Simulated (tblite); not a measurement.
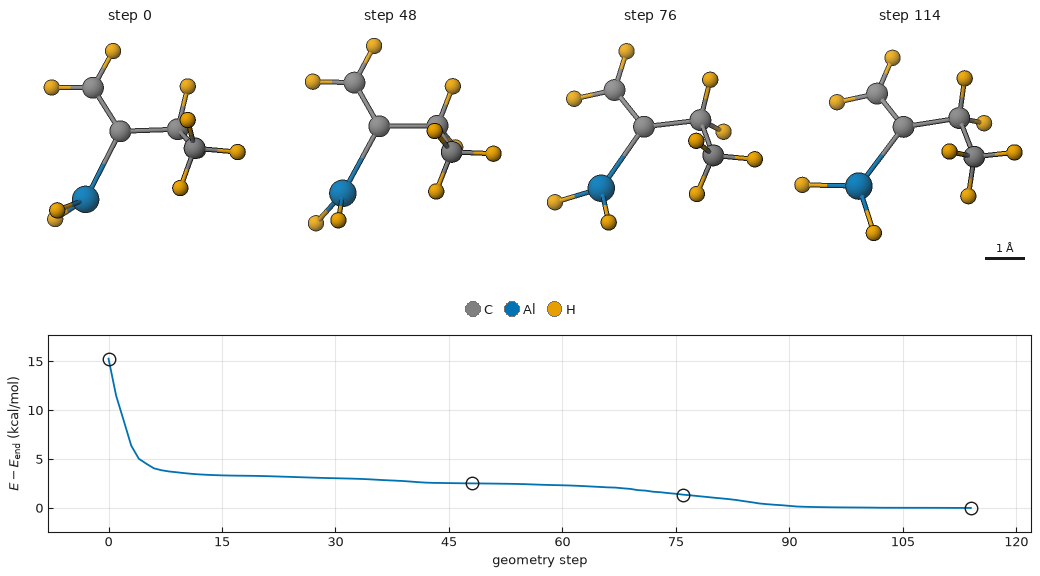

Frames of a relaxation of C$_{4}$H$_{9}$Al, marked on the history of the run. A ball-and-stick model, seen at a tilt.

Theory: GFN2-xTB geometry optimisation, gas phase (tblite). 

What happens along the run?

Answer. The atom that moves furthest after the best rigid fit is an H atom (1.68 Å). Largest moves by element: H 1.68 Å, C 0.56 Å, Al 0.55 Å. Some distances before and after: Al–H 1.620 → 1.553 Å, Al–H 1.597 → 1.552 Å, C–H 1.138 → 1.094 Å, C–H 1.117 → 1.088 Å. Among the angles between lasting bonds that change: C–Al–H 115.2° → 127.8°, C–C–Al 121.1° → 110.7°, Al–C–C 118.3° → 126.5°. Groups turn about C–C by about 50°. Over 114 geometry steps the energy falls by 15.3 kcal/mol. Cost: 0.97 s on 1 thread of Arm Neoverse N1, with other jobs on the host. From step 0 to 48: an H atom moves most (0.61 Å), energy −12.8 kcal/mol. From step 48 to 76: an H atom moves most (0.84 Å), energy −1.16 kcal/mol. From step 76 to 114: an H atom moves most (0.76 Å), energy −1.36 kcal/mol.
